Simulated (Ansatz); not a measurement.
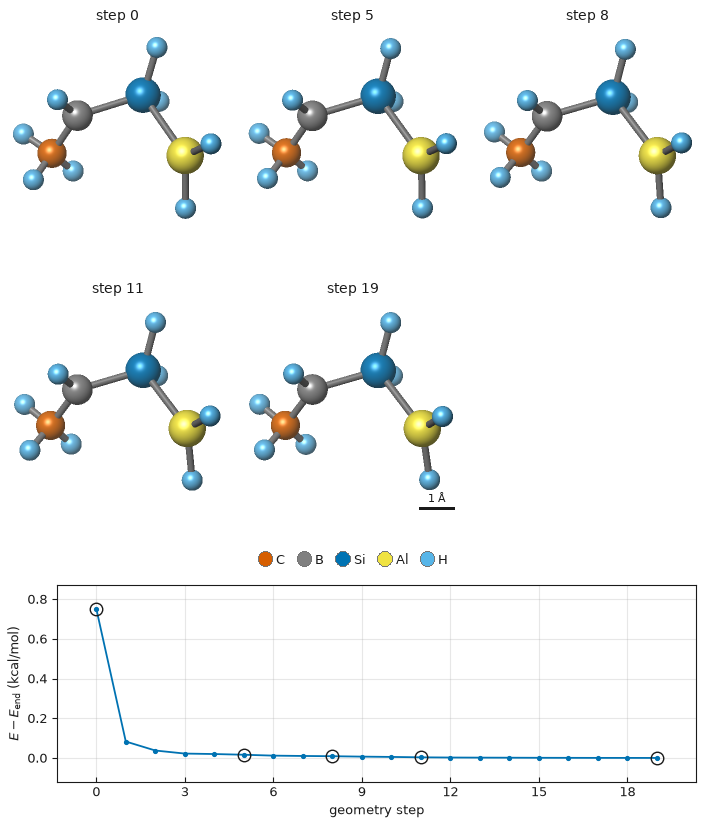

Frames of a relaxation of CH8AlBSi, marked on the history of the run. The picture is a ball-and-stick view, seen at a tilt.

The start comes from PBE-D4/def2-SVP.

Method: RKS PBE0-D4/def2-TZVP in Ansatz 0.2.0.

Input file:
```yaml
crystal:
  periodic: [false, false, false]
  atoms:
    - {symbol: C, position_ang: [-1.092985, 1.643606, 0.114402]}
    - {symbol: B, position_ang: [-0.033517, 0.765005, 0.859612]}
    - {symbol: Si, position_ang: [1.396961, -0.255330, -0.085966]}
    - {symbol: Al, position_ang: [0.151832, -2.331424, -0.590000]}
    - {symbol: H, position_ang: [-2.128332, 1.470248, 0.481976]}
    - {symbol: H, position_ang: [-1.076657, 1.609308, -0.992075]}
    - {symbol: H, position_ang: [-0.865850, 2.695526, 0.419506]}
    - {symbol: H, position_ang: [-0.128161, 0.628956, 2.070667]}
    - {symbol: H, position_ang: [1.782503, 0.314811, -1.433358]}
    - {symbol: H, position_ang: [2.638679, -0.594412, 0.698935]}
    - {symbol: H, position_ang: [0.452254, -3.709844, 0.177418]}
    - {symbol: H, position_ang: [-1.019726, -2.291450, -1.687116]}
basis:
  gaussian: {orbitals: def2-TZVP}
hamiltonian: {xc: pbe0, dispersion: d4}
relax: {f_tol: 0.005, max_steps: 150}
```

Run as
```bash
ansatz run in.yaml --threads 2 --pin off --events-out ev --progress --plain --max-ram 4352MiB
```

What happens along the run?

After 19 geometry steps the energy has fallen by 0.75 kcal/mol. The largest force component goes from 0.54 to 0.0029 eV/Å. H12 moves most after the best rigid fit: 0.27 Å. By element the largest moves are H 0.27 Å, Si 0.07 Å, Al 0.06 Å, C 0.05 Å, B 0.03 Å. Some distances before and after: B2–H8 1.222 → 1.202 Å, C1–H5 1.112 → 1.094 Å, Al4–H11 1.606 → 1.589 Å, Si3–H10 1.508 → 1.491 Å. Among the angles between lasting bonds that change: B2–Si3–Al4 99.5° → 101.8°, B2–Si3–H10 117.3° → 115.0°, Al4–Si3–H9 105.3° → 107.4°. From step 0 to 5: H12 moves most (0.06 Å), energy −0.74 kcal/mol. From step 5 to 8: H12 moves most (0.10 Å), energy −0.01 kcal/mol. From step 8 to 11: H11 moves most (0.05 Å), energy −0.01 kcal/mol. From step 11 to 19: H atoms move most (0.08 Å), energy 0.00 kcal/mol.
